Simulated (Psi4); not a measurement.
# AlH (SMILES [AlH]) at 3 levels

We compute a comparison of 3 runs (B3LYP/6-31G*, HSE06/def2-TZVPPD, TPSSh/def2-TZVPPD) of AlH. 

The calculation is run with Psi4 1.11.

## Step 1: Starting point

The species is AlH (2 atoms), meant as a singlet with charge 0. SMILES: `[AlH]`. The Al1–H2 distance was set to 2.497 Å, away from the relaxed value.

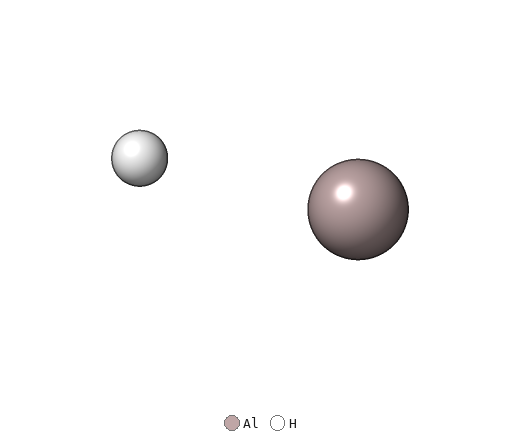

Viewed from a chosen angle; aluminium light grey, hydrogen white.

## Step 2: The energy at B3LYP/6-31G(d) (Cartesian functions) (run 1)

Contents of job.py:

```python
import psi4

psi4.set_memory('2200 MB')
psi4.set_num_threads(1)
psi4.core.set_output_file('psi4.out', False)

m = psi4.geometry("""
Al     0.00000000     0.00000000    -1.62136612
H      0.00000000     0.00000000     3.09746899
units bohr
symmetry c1
no_reorient
no_com
""")

psi4.set_options({
    'puream': False,
    'e_convergence': 1e-09,
    'd_convergence': 1e-08,
    'scf_type': 'pk',
    'dft_radial_points': 99,
    'dft_spherical_points': 590,
})

e_tot, wfn = psi4.energy("b3lyp/6-31G*", molecule=m, return_wfn=True)
print('E =', round(e_tot, 9))
```

On the command line:

```
python job.py
```

psi4.out:

```text
[...]
  Running in c1 symmetry.
[...]
  Nuclear repulsion =    2.754917198198095
[...]
  Multiplicity = 1
[...]
  Nalpha       = 7
  Nbeta        = 7
[...]
    Number of basis functions: 21
[...]
   @RKS iter   1:  -242.90924420820178   -3.77908e-01   6.40419e-03 DIIS/ADIIS
[...]
   @RKS iter   9:  -242.93486917226852   -5.68434e-14   1.04906e-09 DIIS
[...]
    Orbital Energies [Eh]
    ---------------------
    Doubly Occupied:
       1A    -56.106374     2A     -4.185462     3A     -2.739129
       4A     -2.739129     5A     -2.734078     6A     -0.333512
       7A     -0.196440
[...]
  @RKS Final Energy:  -242.93486917226852
   => Energetics <=
    Nuclear Repulsion Energy =              2.7549171981980951
    One-Electron Energy =                -342.4518968272926713
    Two-Electron Energy =                 111.9748855026248719
    DFT Exchange-Correlation Energy =     -15.2127750457988284
    Empirical Dispersion Energy =           0.0000000000000000
    VV10 Nonlocal Energy =                  0.0000000000000000
    Total Energy =                       -242.9348691722685203
[...]
 Multipole Moments:
 ------------------------------------------------------------------------------------
     Multipole            Electronic (a.u.)      Nuclear  (a.u.)        Total (a.u.)
 ------------------------------------------------------------------------------------
 L = 1.  Multiply by 2.5417464519 to convert [e a0] to [Debye]
 Dipole X            :         -0.0000000            0.0000000           -0.0000000
 Dipole Y            :         -0.0000000            0.0000000           -0.0000000
 Dipole Z            :         16.8384818          -17.9802906           -1.1418088
 Magnitude           :                                                    1.1418088
[...]
```

Standard output:

```text
E = -242.934869172
```

Run time: 5.1 s. Hardware: 1 thread of Intel Xeon Platinum 8259CL at 2.50GHz (Skylake/Cascade Lake), shared host; peak memory 0.27 GiB.

## Step 3: Energy and forces at HSE06/def2-TZVPPD (run 2)

Contents of run_ase.py:

```python
import numpy as np
from ase.calculators.psi4 import Psi4
from ase import Atoms

atoms = Atoms(['Al', 'H'], positions=[
    [0.000000, 0.000000, -0.857990],
    [0.000000, 0.000000, 1.639110],
])
calc = Psi4(atoms=atoms, method='hse06', basis='def2-TZVPPD', memory='2200MB', num_threads=1, charge=0, multiplicity=1, label='psi4-calc')
calc.psi4.set_options({'puream': True, 'e_convergence': 1e-09, 'd_convergence': 1e-08, 'scf_type': 'pk', 'dft_radial_points': 99, 'dft_spherical_points': 590})
atoms.calc = calc

forces = atoms.get_forces()
print(f'energy: {atoms.get_potential_energy():.6f} eV')
print('forces / eV A^-1')
print(np.round(forces, 5))
```

On the command line:

```
python run_ase.py
```

psi4-calc.dat:

```text
[...]
  Running in c1 symmetry.
[...]
  Nuclear repulsion =    2.754917199435345
[...]
  Multiplicity = 1
[...]
  Nalpha       = 7
  Nbeta        = 7
[...]
    Number of basis functions: 65
[...]
   @RKS iter   1:  -242.79227678418118   -3.49184e-01   3.41269e-03 ADIIS/DIIS
[...]
   @RKS iter   9:  -242.82637706120562   -1.35287e-11   7.42516e-09 DIIS
[...]
    Orbital Energies [Eh]
    ---------------------
    Doubly Occupied:
       1A    -56.206231     2A     -4.221505     3A     -2.751685
       4A     -2.751685     5A     -2.746856     6A     -0.328096
       7A     -0.192152
[...]
  @RKS Final Energy:  -242.82637706120562
   => Energetics <=
    Nuclear Repulsion Energy =              2.7549171994353445
    One-Electron Energy =                -342.4828054396970174
    Two-Electron Energy =                 111.2813721480408589
    DFT Exchange-Correlation Energy =     -14.3798609689847723
    Empirical Dispersion Energy =           0.0000000000000000
    VV10 Nonlocal Energy =                  0.0000000000000000
    Total Energy =                       -242.8263770612055623
[...]
 Multipole Moments:
 ------------------------------------------------------------------------------------
     Multipole            Electronic (a.u.)      Nuclear  (a.u.)        Total (a.u.)
 ------------------------------------------------------------------------------------
 L = 1.  Multiply by 2.5417464519 to convert [e a0] to [Debye]
 Dipole X            :         -0.0000000            0.0000000           -0.0000000
 Dipole Y            :          0.0000000            0.0000000            0.0000000
 Dipole Z            :         -3.7232044            2.3400514           -1.3831530
 Magnitude           :                                                    1.3831530
[...]
  -Total Gradient:
     Atom            X                  Y                   Z
    ------   -----------------  -----------------  -----------------
       1       -0.000000000002     0.000000000000    -0.038327710608
       2        0.000000000001    -0.000000000000     0.038334819499
[...]
```

On the terminal:

```text
energy: -6607.642283 eV
forces / eV A^-1
[[ 0.      -0.       1.97089]
 [-0.       0.      -1.97126]]
```

It took 20 s on 1 thread of Intel Xeon Platinum 8259CL at 2.50GHz (Skylake/Cascade Lake), shared host; peak memory 0.47 GiB.

## Step 4: Energy and forces at TPSSh/def2-TZVPPD (run 3)

Contents of calc.inp:

```
memory 2200 mb

molecule {
  Al
  H 1 2.4971
  units angstrom
  symmetry c1
  no_reorient
  no_com
}

set basis def2-TZVPPD
set puream true
set e_convergence 1e-09
set d_convergence 1e-08
set scf_type pk
set dft_radial_points 99
set dft_spherical_points 590

result, w = gradient('tpssh', return_wfn=True)
oeprop(w, 'QUADRUPOLE', 'WIBERG_LOWDIN_INDICES', 'MAYER_INDICES', title='TPSSH')
```

On the command line:

```
psi4 -i calc.inp -o calc.out -n 1
```

calc.out:

```text
[...]
  Running in c1 symmetry.
[...]
  Nuclear repulsion =    2.754917199435346
[...]
  Multiplicity = 1
[...]
  Nalpha       = 7
  Nbeta        = 7
[...]
    Number of basis functions: 65
[...]
   @RKS iter   1:  -242.90246710393615   -3.42704e-01   3.60739e-03 DIIS/ADIIS
[...]
   @RKS iter  10:  -242.94092935140628   -1.08002e-12   9.47123e-10 DIIS
[...]
    Orbital Energies [Eh]
    ---------------------
    Doubly Occupied:
       1A    -55.968317     2A     -4.133703     3A     -2.678078
       4A     -2.678078     5A     -2.672584     6A     -0.321372
       7A     -0.191993
[...]
  @RKS Final Energy:  -242.94092935140628
   => Energetics <=
    Nuclear Repulsion Energy =              2.7549171994353459
    One-Electron Energy =                -342.4926876539304885
    Two-Electron Energy =                 113.8301042257925104
    DFT Exchange-Correlation Energy =     -17.0332631227036551
    Empirical Dispersion Energy =           0.0000000000000000
    VV10 Nonlocal Energy =                  0.0000000000000000
    Total Energy =                       -242.9409293514062824
[...]
  -Total Gradient:
     Atom            X                  Y                   Z
    ------   -----------------  -----------------  -----------------
       1        0.000000000003    -0.000000000001    -0.038869238703
       2       -0.000000000004     0.000000000001     0.038869377699
[...]
 Multipole Moments:
 ------------------------------------------------------------------------------------
     Multipole            Electronic (a.u.)      Nuclear  (a.u.)        Total (a.u.)
 ------------------------------------------------------------------------------------
 L = 1.  Multiply by 2.5417464519 to convert [e a0] to [Debye]
 Dipole X            :          0.0000000            0.0000000            0.0000000
 Dipole Y            :         -0.0000000            0.0000000           -0.0000000
 Dipole Z            :         -3.6785502            2.3400514           -1.3384987
 Magnitude           :                                                    1.3384987
 L = 2.  Multiply by 1.3450342976 to convert [e a0^2] to [Debye ang]
 Quadrupole XX       :         -9.4983968            0.0000000           -9.4983968
 Quadrupole XY       :          0.0000000            0.0000000            0.0000000
[...]
```

Run time: 16 s. Hardware: 1 thread of Intel Xeon Platinum 8259CL at 2.50GHz (Skylake/Cascade Lake), shared host; peak memory 0.71 GiB.

## Step 5: The series

```
run                               level      task  Cartesian functions  energy (Eh)  dipole moment (D)  HOMO energy (eV)  LUMO energy (eV)  wall time
  1  B3LYP/6-31G* (Cartesian functions)    energy                  yes  -242.934869               2.90             -5.35             -2.37      5.1 s
  2                   HSE06/def2-TZVPPD  gradient                   no  -242.826377               3.52             -5.23             -2.65       20 s
  3                   TPSSh/def2-TZVPPD  gradient                   no  -242.940929               3.40             -5.22             -2.65       16 s
```

## Step 6: Outcome

| quantity | value |
| --- | --- |
| run 3: total energy | -242.94093 Eh |
| run 3: dipole moment | 3.40 D |
| run 3: HOMO energy | -5.22 eV |
| run 3: LUMO energy | -2.65 eV |
| run 3: HOMO–LUMO gap | 2.57 eV |
| run 3: largest force on an atom | 1.999 eV/Å |

In words: The dipole moment (its size) runs from 2.90 D (B3LYP/6-31G*) to 3.52 D (HSE06/def2-TZVPPD). The two ends differ in method and basis. The HOMO–LUMO gap runs from 2.57 eV (TPSSh/def2-TZVPPD) to 2.97 eV (B3LYP/6-31G*). Totals of different functionals can't be ranked against each other. All runs together took 41 s, the longest 20 s.
